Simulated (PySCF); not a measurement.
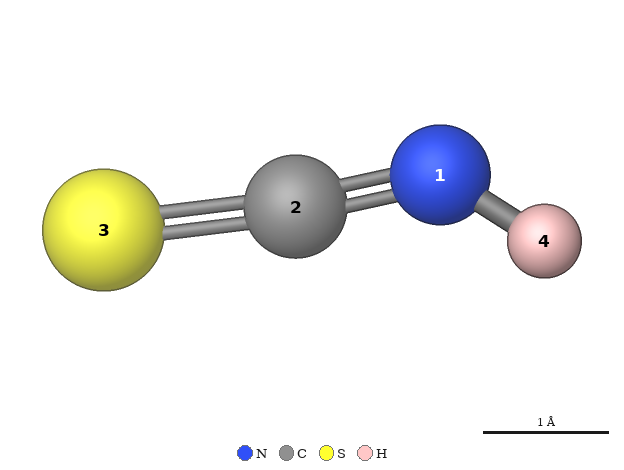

Orthographic view. Depth is shown by fading: the farther an atom, the more it takes the colour of the background. The geometry was computed by an optimisation with PBE0-D3(BJ)/def2-SVP. No frequency run is at hand to confirm it as a minimum.

Write a MOL file (V2000) with the atoms in numerical order, bonds sorted by atom number with the orders drawn, and coordinates in the frame of the picture: x right, y up, z towards the viewer, origin at the mean position.

```
CHNS
                    3D

  4  3  0  0  0  0  0  0  0  0999 V2000
    0.7500    0.3100    0.1200 N   0  0  0  0  0  0  0  0  0  0  0  0
   -0.4000    0.0500   -0.0800 C   0  0  0  0  0  0  0  0  0  0  0  0
   -1.9400   -0.1400   -0.3500 S   0  0  0  0  0  0  0  0  0  0  0  0
    1.5900   -0.2200    0.3200 H   0  0  0  0  0  0  0  0  0  0  0  0
  1  2  2  0
  1  4  1  0
  2  3  2  0
M  END
```
